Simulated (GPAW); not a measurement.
**Nb2NOS MXene monolayer in an electric field**

Wanted: the out-of-plane polarisability of Nb2NOS MXene monolayer.

Method: GPAW, PAW setups; layer in a repeated cell with vacuum, relaxation of atoms and in-plane cell, in the first sound run; inputs show where later runs differ, in GPAW 26.7.0.

### Step 1. Set-up

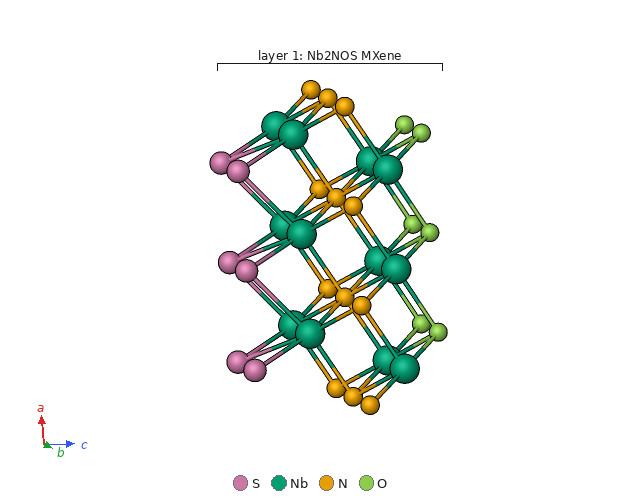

The cell as given, from the side, with the c axis across the page (sulfur pink, niobium teal, nitrogen orange, oxygen green). 3×2×1 cells are drawn. Some periodic images of atoms are drawn too.

The cell holds 5 atoms: 1 S, 2 Nb, 1 N and 1 O. Its edges and angles: a = 3.079 Å, b = 3.079 Å, c = 23.409 Å, α = 90.0°, β = 90.0°, γ = 120.0°. Vacuum lies along c.

Structure file:

```cif
data_structure
_symmetry_space_group_name_H-M 'P 1'
_symmetry_Int_Tables_number 1
_cell_length_a 3.0791
_cell_length_b 3.0791
_cell_length_c 23.4086
_cell_angle_alpha 90.000
_cell_angle_beta 90.000
_cell_angle_gamma 120.000
_cell_volume 192.20
loop_
_atom_site_label
_atom_site_type_symbol
_atom_site_fract_x
_atom_site_fract_y
_atom_site_fract_z
_atom_site_occupancy
S1 S 0.33333 0.66667 0.38447 1
Nb2 Nb 0.66667 0.33333 0.46114 1
N3 N 0.00000 0.00000 0.51304 1
Nb4 Nb 0.33333 0.66667 0.56494 1
O5 O 0.66667 0.33333 0.61552 1
```

### Step 2. Relaxation

The atoms are relaxed first, since the surface dipole, and with it the work function, follows the positions of the outer layers.

run.py

```python
import json
import numpy as np
from ase import Atoms
from ase.filters import FrechetCellFilter
from ase.optimize import BFGS
from gpaw import GPAW, PW

slab = Atoms(
    ['S', 'Nb', 'N', 'Nb', 'O'],
    positions=[
        [-0.00000, 1.77771, 9.00000],
        [1.53954, 0.88885, 10.79456],
        [0.00000, 0.00000, 12.00948],
        [-0.00000, 1.77771, 13.22440],
        [1.53954, 0.88885, 14.40857]],
    cell=[[3.07908, 0.0, 0.0], [-1.53954, 2.66656, 0.0], [0.0, 0.0, 23.4086]],
    pbc=[True, True, True])

slab.calc = GPAW(mode=PW(600), xc='PBE', kpts={'size': (12, 12, 1), 'gamma': True},
                 occupations={'name': 'fermi-dirac', 'width': 0.05}, nbands='160%',
                 convergence={'density': 1e-05}, maxiter=200,
                 symmetry={'tolerance': 1e-3}, txt='slab.txt')
result = {}
# The in-plane cell is free; stress needs a cell that repeats along all three vectors
path = []
opt = BFGS(FrechetCellFilter(slab, mask=[1, 1, 0, 0, 0, 1]), maxstep=0.2)
opt.attach(lambda: path.append((slab.get_potential_energy(), slab.positions.tolist(), slab.get_forces().tolist())))
result['relaxed'] = bool(opt.run(fmax=0.02, steps=45))
result['path'] = path
result['cell'] = slab.cell.tolist()
print('in-plane lattice', slab.cell.cellpar().round(4)[[0, 1, 5]])
energy = slab.get_potential_energy()
fermi = slab.calc.get_fermi_level()
v = slab.calc.get_electrostatic_potential().mean((0, 1)) - fermi
n = slab.calc.get_pseudo_density().mean((0, 1))
L = slab.cell[2, 2]
z = np.arange(len(v)) * L / len(v)
low, high = slab.positions[:, 2].min(), slab.positions[:, 2].max()
below, above = np.interp([low - 6.8, high + 6.8], z, v)
slopes = [np.interp(x, z, np.gradient(v, z)) for x in (low - 6.8, high + 6.8)]
eps = np.array([[slab.calc.get_eigenvalues(k, s) for k in range(len(slab.calc.get_ibz_k_points()))]
                for s in range(slab.calc.get_number_of_spins())]) - fermi
top, bottom = eps[eps < 0].max(), eps[eps > 0].min()
dipole = slab.get_dipole_moment()[2]
print(f'energy {energy:.4f} eV, Fermi level {fermi:.4f} eV, dipole {dipole:.5f} e A')
print(f'potential 6.8 A off the faces, from the Fermi level: lower {below:.4f} eV, upper {above:.4f} eV')
print(f'slope of the potential there: lower {slopes[0]:.5f}, upper {slopes[1]:.5f} eV/A')
print(f'nearest levels on the mesh: {top:.4f} and {bottom:.4f} eV')
print('magnetic moment', round(slab.get_magnetic_moment(), 3))
result.update(energy=energy, fermi=fermi, dipole=dipole, below=below, above=above, slopes=slopes, edges=[top, bottom],
              z=z.tolist(), v=v.tolist(), n=n.tolist(), positions=slab.positions.tolist(),
              forces=slab.get_forces(apply_constraint=False).tolist(), moments=slab.get_magnetic_moments().tolist())
json.dump(result, open('result.json', 'w'))
```

Started as:

```bash
OMP_NUM_THREADS=1 OPENBLAS_NUM_THREADS=1 python run.py
```

The program printed:

```text
Step          Energy          fmax
BFGS:    0      -45.062939        1.596779
BFGS:    1      -45.168480        1.071481
BFGS:    2      -45.267834        0.735562
BFGS:    3      -45.311344        0.833545
BFGS:    4      -45.425806        0.873642
BFGS:    5      -45.452505        0.549883
BFGS:    6      -45.472804        0.409162
BFGS:    7      -45.480944        0.304430
BFGS:    8      -45.488806        0.160787
BFGS:    9      -45.489779        0.057807
BFGS:   10      -45.489452        0.032462
BFGS:   11      -45.489252        0.016765
in-plane lattice [  3.1747   3.1747 120.    ]
energy -45.4842 eV, Fermi level -0.2826 eV, dipole -0.00216 e A
potential 6.8 A off the faces, from the Fermi level: lower 5.3838 eV, upper 5.3923 eV
slope of the potential there: lower -0.00210, upper -0.00146 eV/A
nearest levels on the mesh: -0.0437 and 0.1059 eV
magnetic moment 0.0
```

Run time: 11 min. Hardware: 1 thread of INTEL XEON PLATINUM 8581C at 2.30GHz (Emerald Rapids), shared host; peak memory 0.48 GiB.

This step gave:

```
dipole along the normal                    : -0.002158 e·Å
levels nearest the Fermi level on the mesh : -0.04369, 0.1059 eV from the Fermi level
```

The electrostatic potential energy of an electron (without an applied field's), less the Fermi level, planar mean oscillates, so the rows of the table below give means over windows of 1 Å about each position, cut where the curve ends. Its maxima inside the range that stand out by 2 % of the span (Å: eV): 9.9: -5.48, 11.6: -8.61, 12.4: -10.9, 14.0: -11.4. Its minima: 9.2: -18.9, 10.8: -23.5, 12.1: -14.6, 13.2: -24.1, 14.1: -12.3.

Table of electrostatic potential energy of an electron (without an applied field's), less the Fermi level, planar mean by z; means over each step:

| z (Å) | electrostatic potential energy of an electron (without an applied field's), less the Fermi level, planar mean (eV) |
| --- | --- |
| 0 | 5.39 |
| 1 | 5.39 |
| 2 | 5.38 |
| 3 | 5.38 |
| 4 | 5.38 |
| 5 | 5.38 |
| 6 | 5.37 |
| 7 | 5.29 |
| 8 | 3.47 |
| 9 | -12.1 |
| 10 | -9.19 |
| 11 | -18.5 |
| 12 | -11.5 |
| 13 | -19.3 |
| 14 | -11.9 |
| 15 | 2.76 |
| 16 | 5.33 |
| 17 | 5.40 |
| 18 | 5.40 |
| 19 | 5.40 |
| 20 | 5.39 |
| 21 | 5.39 |
| 22 | 5.39 |
| 23 | 5.39 |

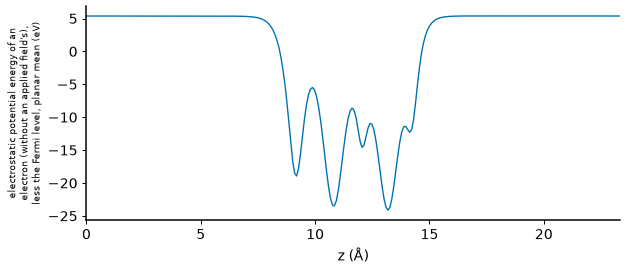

Electrostatic potential energy of an electron (without an applied field's), less the Fermi level, planar mean against z.

The pseudo valence density, planar mean oscillates, so the rows of the table below give means over windows of 2 Å about each position, cut where the curve ends. Its maxima inside the range that stand out by 2 % of the span (Å: e/Å³): 9.5: 0.502, 10.8: 1.36, 12.1: 0.755, 13.2: 1.40, 14.2: 0.905. Its minima: 9.9: 0.453, 11.4: 0.613, 12.5: 0.698, 13.9: 0.797.

The pseudo valence density, planar mean by z; means over each step:

| z (Å) | pseudo valence density, planar mean (e/Å³) |
| --- | --- |
| 4 | 0 |
| 6 | 4.9e-4 |
| 8 | 0.145 |
| 10 | 0.694 |
| 12 | 0.785 |
| 14 | 0.822 |
| 16 | 0.0173 |
| 18 | 1.4e-5 |

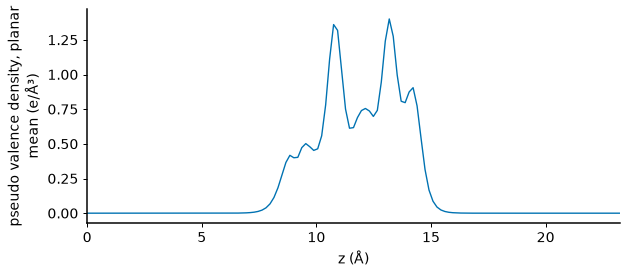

Pseudo valence density, planar mean, plotted against z.

The relaxation lowered the energy of the cell by 0.427 eV (energies extrapolated to zero smearing; the optimiser's log prints free energies). The largest force left on a free atom is 0.017 eV/Å.

### Step 3. Plane waves, PBE

With the geometry fixed, the planar mean of the potential gives the vacuum level on each side.

This step: GPAW, PAW setups; slab in vacuum (GPAW 26.7.0).

The cell differs from the one that the last finished run ended in (c 23.409 → 23.067 Å).

run.py, as its differences from that of step 2:

```diff
@@ -3,4 +3,2 @@
 from ase import Atoms
-from ase.filters import FrechetCellFilter
-from ase.optimize import BFGS
 from gpaw import GPAW, PW
@@ -10,23 +8,16 @@
     positions=[
-        [-0.00000, 1.77771, 9.00000],
-        [1.53954, 0.88885, 10.79456],
-        [0.00000, 0.00000, 12.00948],
-        [-0.00000, 1.77771, 13.22440],
-        [1.53954, 0.88885, 14.40857]],
-    cell=[[3.07908, 0.0, 0.0], [-1.53954, 2.66656, 0.0], [0.0, 0.0, 23.4086]],
-    pbc=[True, True, True])
+        [-0.00000, 1.83293, 9.00000],
+        [1.58736, 0.91646, 10.64867],
+        [0.00000, -0.00000, 11.89708],
+        [-0.00000, 1.83293, 13.02630],
+        [1.58736, 0.91646, 14.06735]],
+    cell=[[3.17472, -0.0, 0.0], [-1.58736, 2.74939, 0.0], [0.0, 0.0, 23.0674]],
+    pbc=[True, True, False])
 
-slab.calc = GPAW(mode=PW(600), xc='PBE', kpts={'size': (12, 12, 1), 'gamma': True},
+slab.calc = GPAW(mode=PW(500), xc='PBE', kpts={'size': (12, 12, 1), 'gamma': True},
                  occupations={'name': 'fermi-dirac', 'width': 0.05}, nbands='160%',
                  convergence={'density': 1e-05}, maxiter=200,
+                 poissonsolver={'dipolelayer': 'xy'},
                  symmetry={'tolerance': 1e-3}, txt='slab.txt')
 result = {}
-# The in-plane cell is free; stress needs a cell that repeats along all three vectors
-path = []
-opt = BFGS(FrechetCellFilter(slab, mask=[1, 1, 0, 0, 0, 1]), maxstep=0.2)
-opt.attach(lambda: path.append((slab.get_potential_energy(), slab.positions.tolist(), slab.get_forces().tolist())))
-result['relaxed'] = bool(opt.run(fmax=0.02, steps=45))
-result['path'] = path
-result['cell'] = slab.cell.tolist()
-print('in-plane lattice', slab.cell.cellpar().round(4)[[0, 1, 5]])
 energy = slab.get_potential_energy()
```

The program printed:

```text
energy -44.7047 eV, Fermi level -0.2043 eV, dipole -0.00145 e A
potential 6.8 A off the faces, from the Fermi level: lower 5.3767 eV, upper 5.4008 eV
slope of the potential there: lower -0.00062, upper 0.00027 eV/A
nearest levels on the mesh: -0.0440 and 0.1074 eV
magnetic moment 0.0
```

Run time: 59 s. Hardware: 1 thread; peak memory 0.28 GiB.

This step gave:

```yaml
dipole_along_the_normal: -0.001450 e·Å
levels_nearest_the_fermi_level_on_the_mesh: -0.04402, 0.1074 eV from the Fermi level
upper_work_function: 5.401 eV
lower_work_function: 5.377 eV
```

The electrostatic potential energy of an electron (without an applied field's), less the Fermi level, planar mean oscillates, so the rows of the table below give means over windows of 1 Å about each position, cut where the curve ends. Its maxima inside the range that stand out by 2 % of the span (Å: eV): 9.7: -5.48, 11.4: -8.66, 12.3: -11.0, 13.7: -11.4. Its minima: 9.0: -18.9, 10.7: -23.5, 11.9: -14.7, 13.1: -24.0, 13.9: -12.2.

Table of electrostatic potential energy of an electron (without an applied field's), less the Fermi level, planar mean by z; means over each step:

| z (Å) | electrostatic potential energy of an electron (without an applied field's), less the Fermi level, planar mean (eV) |
| --- | --- |
| 0 | 5.38 |
| 1 | 5.38 |
| 2 | 5.38 |
| 3 | 5.38 |
| 4 | 5.38 |
| 5 | 5.37 |
| 6 | 5.37 |
| 7 | 5.24 |
| 8 | 2.23 |
| 9 | -13.1 |
| 10 | -11.0 |
| 11 | -16.6 |
| 12 | -12.1 |
| 13 | -20.1 |
| 14 | -9.57 |
| 15 | 3.92 |
| 16 | 5.36 |
| 17 | 5.40 |
| 18 | 5.40 |
| 19 | 5.40 |
| 20 | 5.40 |
| 21 | 5.40 |
| 22 | 5.40 |

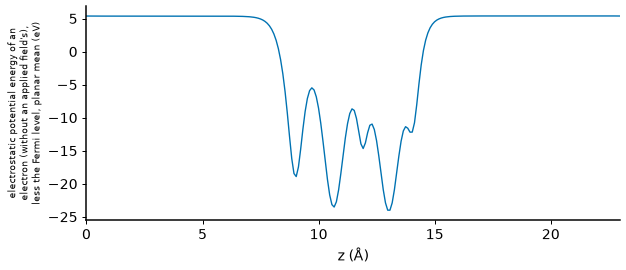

Electrostatic potential energy of an electron (without an applied field's), less the Fermi level, planar mean, plotted against z.

The pseudo valence density, planar mean oscillates, so the rows of the table below give means over windows of 1 Å about each position, cut where the curve ends. Its maxima inside the range that stand out by 2 % of the span (Å: e/Å³): 9.4: 0.499, 10.6: 1.35, 11.9: 0.749, 13.1: 1.39, 14.0: 0.907. Its minima: 9.8: 0.451, 11.3: 0.601, 12.3: 0.703, 13.6: 0.785.

Table of pseudo valence density, planar mean by z; means over each step:

| z (Å) | pseudo valence density, planar mean (e/Å³) |
| --- | --- |
| 5 | 1.6e-5 |
| 6 | 3.2e-4 |
| 7 | 0.00755 |
| 8 | 0.148 |
| 9 | 0.431 |
| 10 | 0.658 |
| 11 | 0.954 |
| 12 | 0.720 |
| 13 | 1.11 |
| 14 | 0.771 |
| 15 | 0.120 |
| 16 | 0.00299 |
| 17 | 9.1e-5 |

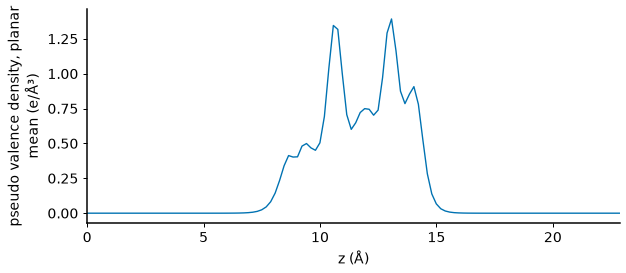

Pseudo valence density, planar mean, plotted against z.

The potential is flat to 6.2e-4 eV/Å where it is read, so the vacuum is wide enough.

### Step 4. Field on

A uniform field along the normal polarises the slab; the atoms stay fixed, so this is the electronic response alone.

run.py, as its differences from that of step 3:

```diff
@@ -4,2 +4,3 @@
 from gpaw import GPAW, PW
+from gpaw.external import ConstantElectricField
 
@@ -20,2 +21,3 @@
                  poissonsolver={'dipolelayer': 'xy'},
+                 external=ConstantElectricField(-0.2, [0, 0, 1]),
                  symmetry={'tolerance': 1e-3}, txt='slab.txt')
```

The program printed:

```text
energy -44.7112 eV, Fermi level -0.1712 eV, dipole -0.06438 e A
potential 6.8 A off the faces, from the Fermi level: lower 4.6743 eV, upper 6.0098 eV
slope of the potential there: lower -0.00062, upper 0.00027 eV/A
nearest levels on the mesh: -0.0438 and 0.1079 eV
magnetic moment 0.0
```

Elapsed: 2.6 min, on 1 thread; peak memory 0.6 GiB.

This step gave:

```yaml
dipole_along_the_normal: -0.06438 e·Å
levels_nearest_the_fermi_level_on_the_mesh: -0.04376, 0.1079 eV from the Fermi level
potential_below_the_slab_the_applied_field_s_own_ramp_left_out: 4.674 eV from the Fermi level
potential_above_the_slab_the_applied_field_s_own_ramp_left_out: 6.010 eV from the Fermi level
```

The electrostatic potential energy of an electron (without an applied field's), less the Fermi level, planar mean oscillates, so the rows of the table below give means over windows of 1 Å about each position, cut where the curve ends. Its maxima inside the range that stand out by 2 % of the span (Å: eV): 9.7: -5.83, 11.4: -8.68, 12.3: -10.8, 13.7: -10.9. Its minima: 9.0: -19.4, 10.7: -23.7, 11.9: -14.6, 13.0: -23.7, 13.9: -11.7.

Table of electrostatic potential energy of an electron (without an applied field's), less the Fermi level, planar mean by z; means over each step:

| z (Å) | electrostatic potential energy of an electron (without an applied field's), less the Fermi level, planar mean (eV) |
| --- | --- |
| 0 | 4.93 |
| 1 | 4.67 |
| 2 | 4.67 |
| 3 | 4.67 |
| 4 | 4.67 |
| 5 | 4.67 |
| 6 | 4.67 |
| 7 | 4.55 |
| 8 | 1.59 |
| 9 | -13.6 |
| 10 | -11.3 |
| 11 | -16.8 |
| 12 | -12.0 |
| 13 | -19.8 |
| 14 | -9.10 |
| 15 | 4.50 |
| 16 | 5.96 |
| 17 | 6.01 |
| 18 | 6.01 |
| 19 | 6.01 |
| 20 | 6.01 |
| 21 | 6.01 |
| 22 | 6.01 |

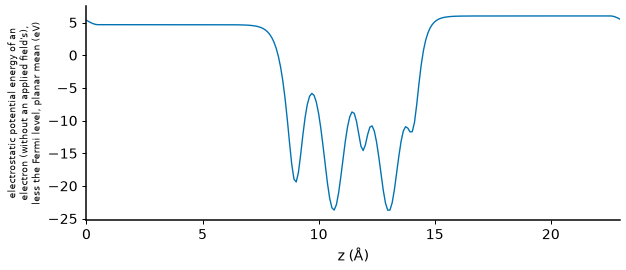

Electrostatic potential energy of an electron (without an applied field's), less the Fermi level, planar mean against z.

Force by atom:

| atom | x (eV/Å) | y (eV/Å) | z (eV/Å) | size |
| --- | --- | --- | --- | --- |
| S1 | 0.0000 | 0.0000 | 0.0095 | 0.0095 |
| Nb2 | 0.0000 | 0.0001 | -0.0033 | 0.0033 |
| N3 | 0.0000 | 0.0000 | 0.0016 | 0.0016 |
| Nb4 | 0.0000 | 0.0000 | -0.0852 | 0.0852 |
| O5 | 0.0000 | 0.0000 | 0.0597 | 0.0597 |

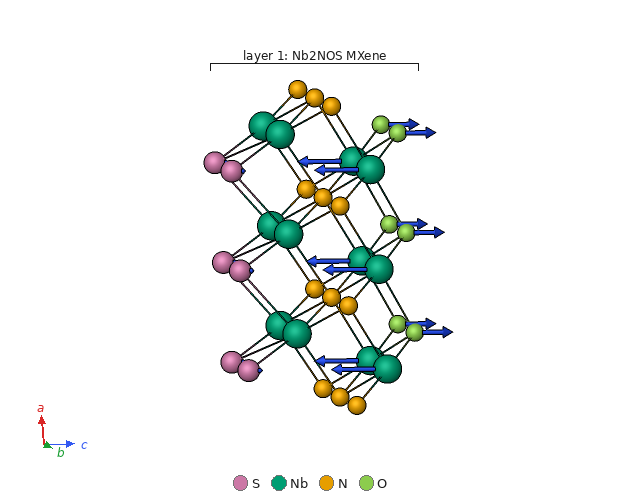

Force as arrows, the longest 0.0852 eV/Å. 3×2×1 cells are drawn. Some periodic images of atoms are drawn too.

The dipole is now -0.0644 e Å, against -0.0015 in the run without a field.

### Step 5. Field on

run.py, as its differences from that of step 4:

```diff
@@ -21,3 +21,3 @@
                  poissonsolver={'dipolelayer': 'xy'},
-                 external=ConstantElectricField(-0.2, [0, 0, 1]),
+                 external=ConstantElectricField(-0.1, [0, 0, 1]),
                  symmetry={'tolerance': 1e-3}, txt='slab.txt')
```

The program printed:

```text
energy -44.7064 eV, Fermi level -0.1875 eV, dipole -0.03277 e A
potential 6.8 A off the faces, from the Fermi level: lower 5.0249 eV, upper 5.7051 eV
slope of the potential there: lower -0.00062, upper 0.00027 eV/A
nearest levels on the mesh: -0.0439 and 0.1077 eV
magnetic moment 0.0
```

Elapsed: 2.5 min, on 1 thread; peak memory 0.6 GiB.

Numbers from this step:

```yaml
dipole_along_the_normal: -0.03277 e·Å
levels_nearest_the_fermi_level_on_the_mesh: -0.04388, 0.1077 eV from the Fermi level
potential_below_the_slab_the_applied_field_s_own_ramp_left_out: 5.025 eV from the Fermi level
potential_above_the_slab_the_applied_field_s_own_ramp_left_out: 5.705 eV from the Fermi level
```

The electrostatic potential energy of an electron (without an applied field's), less the Fermi level, planar mean oscillates, so the rows of the table below give means over windows of 2 Å about each position, cut where the curve ends. Its maxima inside the range that stand out by 2 % of the span (Å: eV): 9.7: -5.66, 11.4: -8.67, 12.3: -10.9, 13.7: -11.1. Its minima: 9.0: -19.1, 10.7: -23.6, 11.9: -14.6, 13.0: -23.8, 13.9: -12.0.

The electrostatic potential energy of an electron (without an applied field's), less the Fermi level, planar mean by z; means over each step:

| z (Å) | electrostatic potential energy of an electron (without an applied field's), less the Fermi level, planar mean (eV) |
| --- | --- |
| 0 | 5.09 |
| 2 | 5.03 |
| 4 | 5.02 |
| 6 | 5.01 |
| 8 | -1.04 |
| 10 | -14.5 |
| 12 | -13.8 |
| 14 | -8.97 |
| 16 | 5.58 |
| 18 | 5.70 |
| 20 | 5.70 |
| 22 | 5.69 |

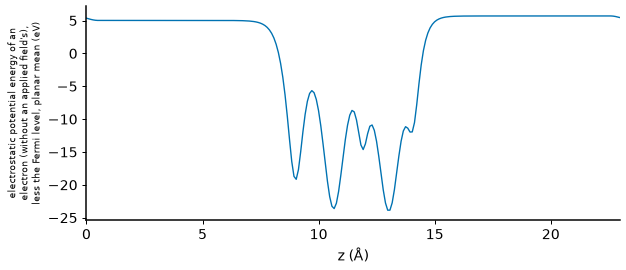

Electrostatic potential energy of an electron (without an applied field's), less the Fermi level, planar mean, plotted against z.

The dipole is now -0.0328 e Å, against -0.0015 in the run without a field.

### Step 6. In a field

run.py, as its differences from that of step 5:

```diff
@@ -21,3 +21,3 @@
                  poissonsolver={'dipolelayer': 'xy'},
-                 external=ConstantElectricField(-0.1, [0, 0, 1]),
+                 external=ConstantElectricField(-0.05, [0, 0, 1]),
                  symmetry={'tolerance': 1e-3}, txt='slab.txt')
```

The program printed:

```text
energy -44.7051 eV, Fermi level -0.1958 eV, dipole -0.01697 e A
potential 6.8 A off the faces, from the Fermi level: lower 5.2005 eV, upper 5.5530 eV
slope of the potential there: lower -0.00062, upper 0.00027 eV/A
nearest levels on the mesh: -0.0439 and 0.1075 eV
magnetic moment 0.0
```

It took 2.5 min on 1 thread; peak memory 0.6 GiB.

The electrostatic potential energy of an electron (without an applied field's), less the Fermi level, planar mean oscillates, so the rows of the table below give means over windows of 2 Å about each position, cut where the curve ends. Its maxima inside the range that stand out by 2 % of the span (Å: eV): 9.7: -5.57, 11.4: -8.67, 12.3: -10.9, 13.7: -11.3. Its minima: 9.0: -19.0, 10.7: -23.6, 11.9: -14.6, 13.0: -23.9, 13.9: -12.1.

Electrostatic potential energy of an electron (without an applied field's), less the Fermi level, planar mean against z; means over each step:

| z (Å) | electrostatic potential energy of an electron (without an applied field's), less the Fermi level, planar mean (eV) |
| --- | --- |
| 0 | 5.23 |
| 2 | 5.20 |
| 4 | 5.20 |
| 6 | 5.18 |
| 8 | -0.880 |
| 10 | -14.4 |
| 12 | -13.8 |
| 14 | -9.08 |
| 16 | 5.43 |
| 18 | 5.55 |
| 20 | 5.55 |
| 22 | 5.54 |

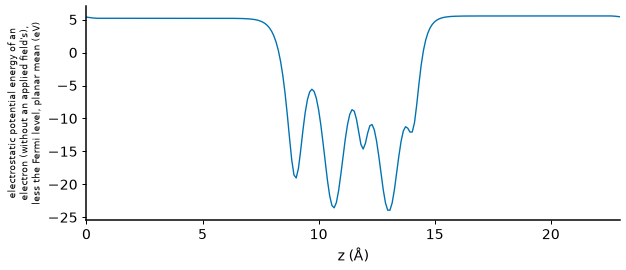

Electrostatic potential energy of an electron (without an applied field's), less the Fermi level, planar mean against z.

### Step 7. In a field

run.py, as its differences from that of step 6:

```diff
@@ -21,3 +21,3 @@
                  poissonsolver={'dipolelayer': 'xy'},
-                 external=ConstantElectricField(-0.05, [0, 0, 1]),
+                 external=ConstantElectricField(0.05, [0, 0, 1]),
                  symmetry={'tolerance': 1e-3}, txt='slab.txt')
```

The program printed:

```text
energy -44.7050 eV, Fermi level -0.2130 eV, dipole 0.01466 e A
potential 6.8 A off the faces, from the Fermi level: lower 5.5526 eV, upper 5.2494 eV
slope of the potential there: lower -0.00062, upper 0.00027 eV/A
nearest levels on the mesh: -0.0441 and 0.1072 eV
magnetic moment 0.0
```

Run time: 2.5 min. Hardware: 1 thread; peak memory 0.6 GiB.

(Continued in part 2 of 2.)

[Logs are printed without paths, hosts, clocks, repeated set-up lines and the standing remarks that a program may print on its own settings, such as how far it seeks lower states.]

[Hosts, paths, dates, database ids (printed as entryN), source tags and the programs' standing remarks are cut or masked in the printed files.]
